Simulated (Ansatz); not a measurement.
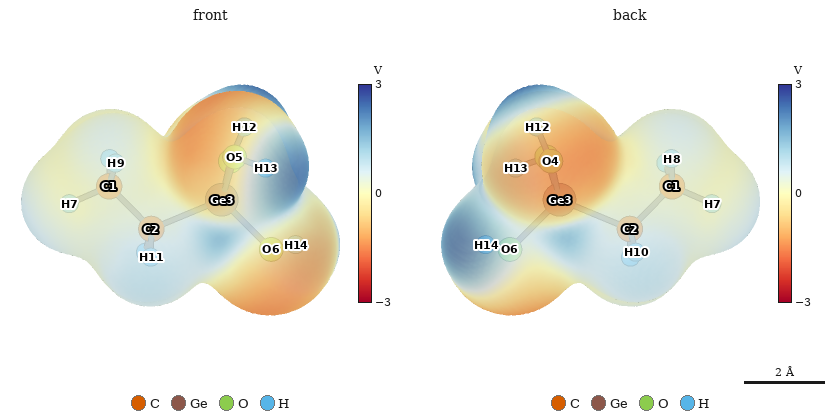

Figure 1: C2H8GeO3 (SMILES C[CH2][Ge]([OH])([OH])[OH]). The molecular electrostatic potential painted on the density surface at 0.002 e/bohr³, seen from the front and from behind; the colour scale runs from red (negative) to blue (positive).

Geometry: PBE0-D4/def2-SVP.

Computed with Ansatz 0.2.0, isolated molecule in a Gaussian basis; Kohn-Sham density functional theory, functional PBE0.

```yaml
atoms:
  - { symbol: C, position_ang: [0.8912, -1.1263, 1.3762] }
  - { symbol: C, position_ang: [0.6815, -0.9890, -0.1275] }
  - { symbol: Ge, position_ang: [-0.4206, 0.5274, -0.5765] }
  - { symbol: O, position_ang: [-2.0762, 0.3136, 0.0257] }
  - { symbol: O, position_ang: [0.1915, 2.0224, 0.1617] }
  - { symbol: O, position_ang: [-0.5100, 0.8011, -2.3269] }
  - { symbol: H, position_ang: [1.5269, -1.9930, 1.6146] }
  - { symbol: H, position_ang: [-0.0669, -1.2621, 1.9010] }
  - { symbol: H, position_ang: [1.3740, -0.2306, 1.7957] }
  - { symbol: H, position_ang: [0.1930, -1.8803, -0.5530] }
  - { symbol: H, position_ang: [1.6364, -0.8659, -0.6632] }
  - { symbol: H, position_ang: [-2.3590, 1.0870, 0.5270] }
  - { symbol: H, position_ang: [0.3519, 2.6973, -0.5074] }
  - { symbol: H, position_ang: [-1.4264, 0.8694, -2.6185] }
```

Which sites attract a positive test charge, and which a negative one?

A positive charge is drawn to the negative regions and a negative charge to the positive ones. The most negative region (about −1.4 V) lies over O4, O5 and O6, the most positive (about +2.3 V) over H12, H13 and H14.
